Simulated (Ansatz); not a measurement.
AlBCl₂H₄O

The calculation's input:

```
crystal:
  periodic: [false, false, false]
  atoms:
    - { symbol: B, position_ang: [0.173565, 0.099926, 0.048294] }
    - { symbol: Cl, position_ang: [-0.518138, 0.767418, 1.595509] }
    - { symbol: H, position_ang: [1.36285, 0.03084, -0.12755] }
    - { symbol: Cl, position_ang: [-0.946643, -0.163142, -1.324746] }
    - { symbol: O, position_ang: [-0.098929, -2.303803, 0.985985] }
    - { symbol: Al, position_ang: [-1.014572, -2.872653, -0.401272] }
    - { symbol: H, position_ang: [-0.096579, -3.52129, -1.519034] }
    - { symbol: H, position_ang: [-2.603393, -2.97843, -0.326865] }
    - { symbol: H, position_ang: [-0.52246, -1.803866, 1.726578] }
basis:
  gaussian: { orbitals: def2-SVP }
hamiltonian:
  xc: pbe
relax:
  f_tol: 0.03
  max_steps: 50
output:
  orbitals: {}
```

Run with:

```sh
ansatz run input.yaml --threads 2 --pin off --max-ram 3072MiB --backend cpu --events-out ev --progress --plain --runs-dir out
```

The fields are those of the run's last geometry, not of the input's.

All numbers below come from RKS PBE/def2-SVP (Ansatz).

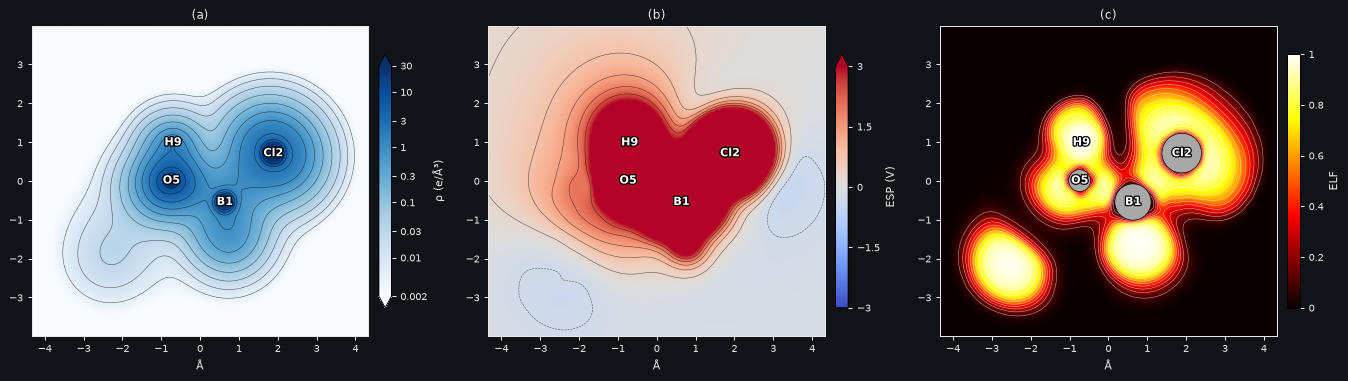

Figure 1. (a) electron density; (b) molecular electrostatic potential; (c) ELF on the plane of atoms B1, O5 and H9. Grey discs cover the atomic cores in the ELF map.

> Describe what can be read from this map.

Atoms in the plane: B, Cl, O and H.
B–O (1.48 Å): ρ at the midpoint is about 1.6 e/Å³; the ELF peaks at about 0.90 between the atoms: a polar covalent bond.
B–Cl (1.79 Å): ρ is about 1.3 e/Å³ halfway; the ELF peaks at about 0.90 between the atoms (a polar covalent bond).
O–H (0.98 Å): the density is about 3.6 e/Å³ at the midpoint; the ELF climbs to about 1 towards the hydrogen, as it does in any bond to H; an ordinary covalent bond to hydrogen.
The ELF also peaks beside Cl2, away from the bonds: lone-pair regions.
Outside the dense part of the molecule the potential is most negative (−0.4 V) near Cl2.

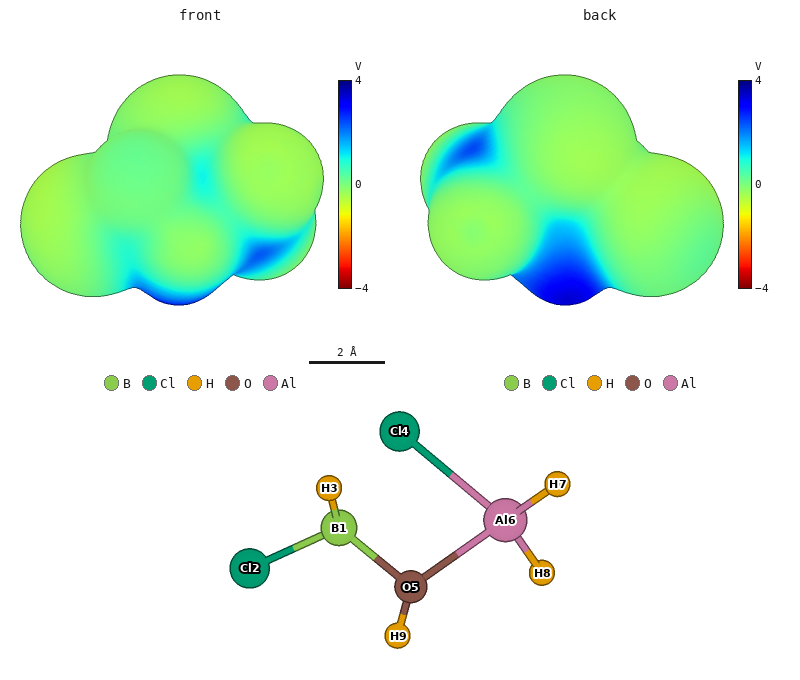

Figure 2. The electrostatic potential painted on the density surface at 0.002 e/bohr³, seen from the front and from behind; red is negative and blue positive. The bare structure is drawn below in the same view.

> Which sites attract a positive test charge, and which a negative one?

A positive charge is drawn to the negative regions and a negative charge to the positive ones. The most negative region (about −0.4 V, or −9 kcal/mol for a unit charge) lies over Cl2 and H7, the most positive (about +3.2 V, or +74 kcal/mol for a unit charge) over H9. Cl2 shows a σ-hole: about +0.3 V at the tip opposite its bond, against about −0.1 V on its flanks.

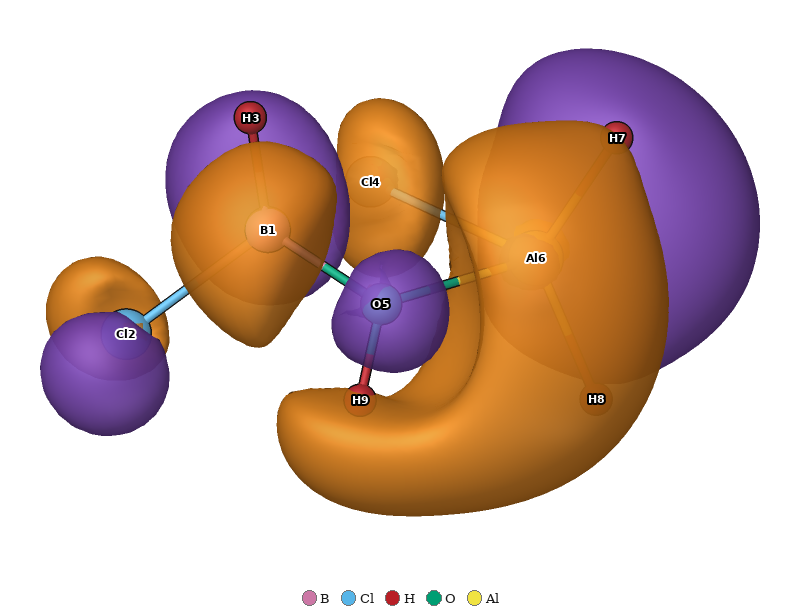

Figure 3. The LUMO at ±0.08 Å⁻³ᐟ² (orange and purple are the two phases), seen across its widest extent.

> What is the character of this orbital?

Its weight (Hirshfeld) is mainly on Al6 (about 50 %), B1 (about 15 %), Cl4 (about 10 %) and O5 (about 10 %). Its energy is −1.28 eV.
